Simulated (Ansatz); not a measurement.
Ge (diamond structure), cut as (100) film, 4 layers, dihydride

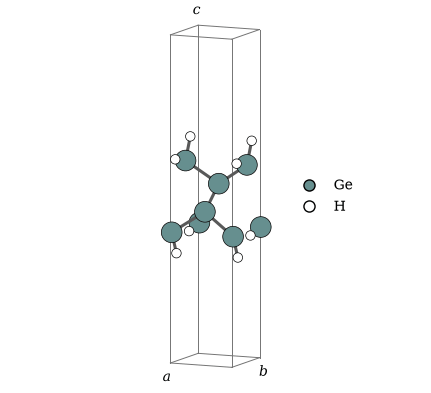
Structure after relaxation, one periodic cell

These are PBE (plane waves to 420 eV, PAW; Ansatz, a quantum-chemistry and plane-wave program) values and carry that method's errors.

- change of bonding against the cut = none
- number of neighbours within 2.957 Å (ending not counted) = 2 for 2 atoms, 4 for 2 atoms
- mean Ge-Ge distance (least to greatest) = 2.472 Å (2.464 to 2.487)
